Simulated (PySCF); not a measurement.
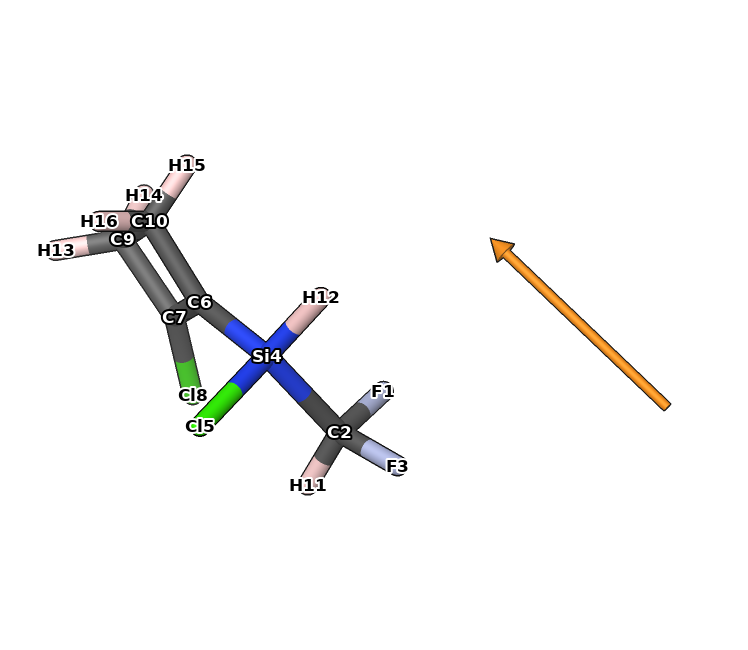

The arrow beside the molecule shows the direction of the dipole moment, from the negative to the positive end (its length means nothing). The computed structure is the end point of a GFN2-xTB optimisation. No frequency run is at hand to confirm it as a minimum. Properties computed with PBE0/pcSseg-1, gas phase (PySCF 2.14.0).

Q: How large is the dipole moment?

A: 3.41 D; it points from the side of F3 to the side of H13 (the outermost atoms at the two ends).

The geometry is semi-empirical. Around Si such bond lengths and angles can be off by a tenth of an ångström or more and by several degrees, and values that hang on the shape move with them.
